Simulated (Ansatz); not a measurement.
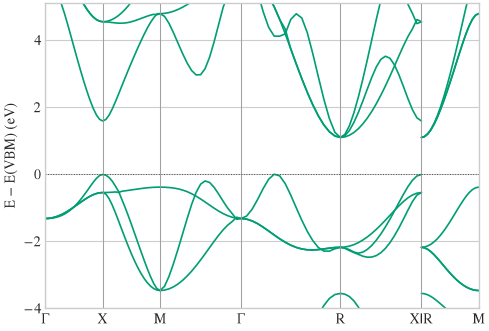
Fig. 1. Band structure from plane-wave PAW LDA (Ansatz code)

Problem. Read off the gap and where the band edges lie.

Solution. About 1.1 eV (1.09 eV by a search for the band edges); maximum on the Γ–R line, 35 % of the way from Γ, minimum at R.

The material is TlI (CsCl type, space group No. 221).

Space group Pm-3m (CsCl type). The first step of the workflow began from a Materials Project structure, measured or hypothetical; the Crystallography Open Database files this formula in space group No. 221, but the cells were not matched. Whether it is the stable phase at ambient conditions was not checked. The LDA relaxation kept the symmetry of its start; its stability against distortions is not shown here. Scalar-relativistic: spin–orbit coupling is off unless named, which matters more the heavier the elements.

Potentials: the later of the program's two PAW sets.
